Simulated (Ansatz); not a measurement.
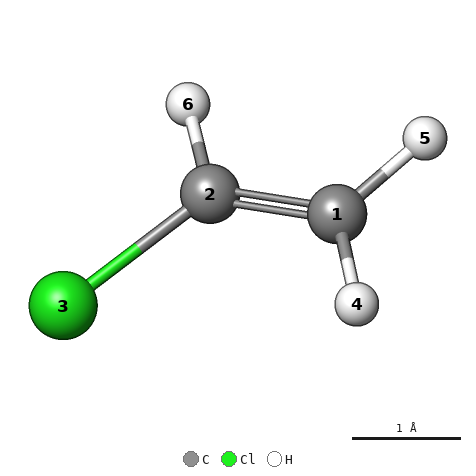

Atoms carry their numbers in the input. Computed geometry: PBE-D4/def2-SVP optimisation. No frequency run is at hand to confirm it as a minimum.

List the bonds and their lengths.

| bond | length (Å) | order |
| --- | --- | --- |
| C1–C2 | 1.340 | double |
| C1–H4 | 1.100 | single |
| C1–H5 | 1.100 | single |
| C2–Cl3 | 1.738 | single |
| C2–H6 | 1.101 | single |
